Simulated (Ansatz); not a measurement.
# CH$_{6}$BPSi: phonon calculation

- system: CH$_{6}$BPSi, SMILES C[SiH]1BP1
- method: RKS PBE0-D4/def2-TZVP (Ansatz 0.2.0)

The geometry comes from this level: PBE0-D4/def2-TZVP. Figures and captions count atoms from 1; the log counts them from 0 in places.

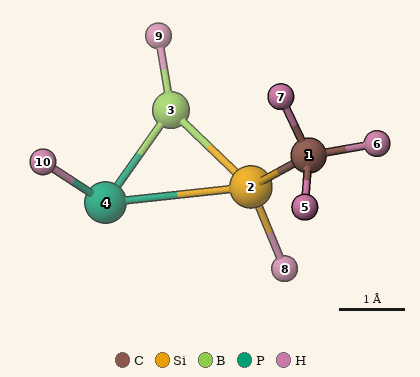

The structure (ball-and-stick view, seen at an oblique angle; atoms are numbered from 1 in the order of the input).

Input
```yaml
crystal:
  periodic: [false, false, false]
  atoms:
    - {symbol: C, position_ang: [-1.318828, 0.605756, -0.765329]}
    - {symbol: Si, position_ang: [-0.305547, -0.671058, 0.145292]}
    - {symbol: B, position_ang: [1.029438, -0.196946, 1.471360]}
    - {symbol: P, position_ang: [1.952866, -0.979465, 0.074368]}
    - {symbol: H, position_ang: [-1.341244, 0.390872, -1.835961]}
    - {symbol: H, position_ang: [-2.347717, 0.596303, -0.395220]}
    - {symbol: H, position_ang: [-0.907477, 1.605188, -0.616761]}
    - {symbol: H, position_ang: [-0.802376, -2.050197, -0.078261]}
    - {symbol: H, position_ang: [1.266726, 0.603806, 2.315100]}
    - {symbol: H, position_ang: [2.857358, 0.044639, -0.311586]}
basis:
  gaussian: {orbitals: def2-TZVP}
hamiltonian: {xc: pbe0, dispersion: d4}
phonons: {temperatures: {t_min: 298.15, t_max: 900, t_step: 200}}
```

Run on 2 threads of Arm Neoverse V1, 23 GiB of memory available, shared host.

Command:
```bash
ansatz run in.yaml --threads 2 --pin off --events-out ev --progress --plain --max-ram 4352MiB
```

Output
```
Functional definition: PBE0
  name "PBE0"
  cite "Adamo & Barone, J. Chem. Phys. 110, 6158 (1999) doi:10.1063/1.478522"
  cite "Perdew, Burke & Ernzerhof, Phys. Rev. Lett. 77, 3865 (1996) doi:10.1103/PhysRevLett.77.3865"
  parent pbe
  parameter a = 0.25
  parameter kappa = 0.804
  parameter beta = 0.06672455060314922
  exchange = (1 - a)*pbe_x(kappa = kappa, mu = beta*pi^2/3) + a*exact_x
  correlation = pbe_c(beta = beta)
1163 factors; their error is unknown
mean field evaluation 1: about -18960.9951 eV, gradient 5.4e1 eV
mean field evaluation 2: about -18956.5236 eV, gradient 6.2e1 eV
mean field evaluation 4: about -18968.2132 eV, gradient 4.6e0 eV
mean field evaluation 8: about -18968.3097 eV, gradient 2.4e-1 eV
mean field evaluation 16: about -18968.3098 eV, gradient 2.5e-5 eV
mean field -18968.30976176 eV, -697.0725265626 hartree, gradient 2.5e-5 eV, S^2 0.000000; 0 other end points of the search recorded, 0 dependent functions left out
the calculation of the forces begins
reference -18968.30979614 eV, -697.0725278258 hartree; 23, 23 occupied and 149, 149 virtual orbitals, 1163 factors
these checks for a lower state are left out or cut short: stability, starts, cluster_reference, orbital_swaps, neighbouring_geometries, increment
1163 factors; their error is unknown
mean field -18968.30958644 eV, -697.0725201195 hartree, gradient 2.6e-6 eV, S^2 0.000000; 0 other end points of the search recorded, 0 dependent functions left out
[... from here on the field's lines of each further geometry are left out, up to the last ...]
the calculation of the forces begins
reference -18968.30978599 eV, -697.0725274530 hartree; 23, 23 occupied and 149, 149 virtual orbitals, 1163 factors
these checks for a lower state are left out or cut short: stability, starts, cluster_reference, orbital_swaps, neighbouring_geometries, increment
1163 factors; their error is unknown
mean field -18968.30975495 eV, -697.0725263122 hartree, gradient 2.9e-6 eV, S^2 0.000000; 0 other end points of the search recorded, 0 dependent functions left out
the calculation of the forces begins
reference -18968.30978932 eV, -697.0725275755 hartree; 23, 23 occupied and 149, 149 virtual orbitals, 1163 factors
Total energy: -18968.50144790 eV, -697.0795708982 hartree
Atom 0 at    -1.318828     0.605756    -0.765329 Å, force    -0.000682     0.000351    -0.000026 eV/Å
Atom 1 at    -0.305547    -0.671058     0.145292 Å, force    -0.001099    -0.001229    -0.001583 eV/Å
Atom 2 at     1.029438    -0.196946     1.471360 Å, force     0.002696    -0.000550    -0.000681 eV/Å
Atom 3 at     1.952866    -0.979465     0.074368 Å, force    -0.000805     0.003648     0.003850 eV/Å
Atom 4 at    -1.341244     0.390872    -1.835961 Å, force    -0.000089    -0.000012     0.000704 eV/Å
Atom 5 at    -2.347717     0.596303    -0.395220 Å, force     0.000248    -0.000146     0.000208 eV/Å
Atom 6 at    -0.907477     1.605188    -0.616761 Å, force    -0.000250    -0.000169     0.000097 eV/Å
Atom 7 at    -0.802376    -2.050197    -0.078261 Å, force     0.001330     0.001243    -0.001080 eV/Å
Atom 8 at     1.266726     0.603806     2.315100 Å, force    -0.000010    -0.000302    -0.001472 eV/Å
Atom 9 at     2.857358     0.044639    -0.311586 Å, force    -0.001341    -0.002835    -0.000015 eV/Å
Dipole moment:    -0.251120     0.227364    -0.183405 e Å
Vibrations: 127.00 148.80 163.30 273.08 362.42 508.84 598.87 620.51 663.74 711.77 756.82 771.85 838.87 847.72 907.03 1269.55 1441.57 1446.32 2235.88 2394.12 2698.76 3052.04 3134.03 3151.89 cm⁻¹, zero-point energy 1.805505 eV
```

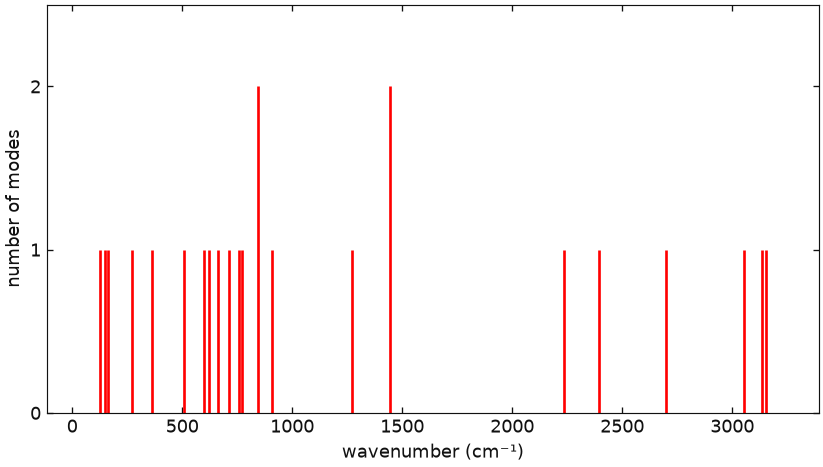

Harmonic vibrational wavenumbers from the force constants; neighbouring modes closer than 14 cm⁻¹ are counted in one stick. 24 modes from 127 to 3152 cm⁻¹, none imaginary.

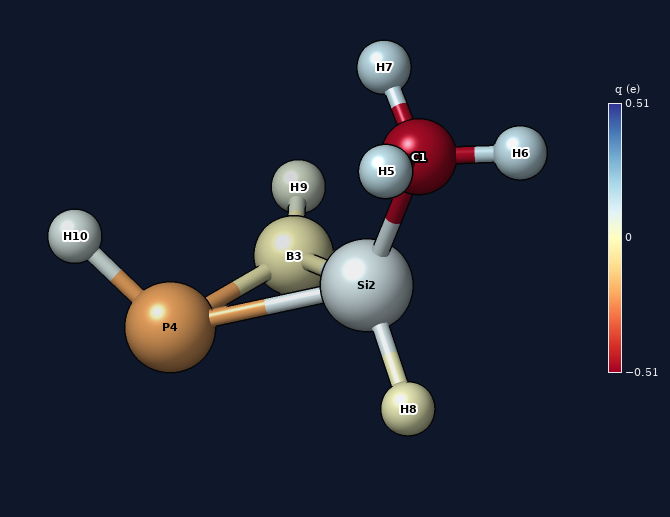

Mulliken charges, as the colour of each atom (ball-and-stick view, seen at a tilt; atoms are numbered from 1 in the order of the input). By element: C −0.48, Si +0.10, B −0.01, P −0.20 and H +0.01 to +0.15 e.

Results in brief

```csv
quantity,value
outcome,converged
total energy,−18968.5014 eV
mean-field energy,−18968.3098 eV
dispersion energy,−0.1917 eV
largest force (length of the vector),0.005 eV/Å
dipole moment,1.85 D
wall time,3 min (CPU time 5.8 min)
peak memory,0.46 GiB
```
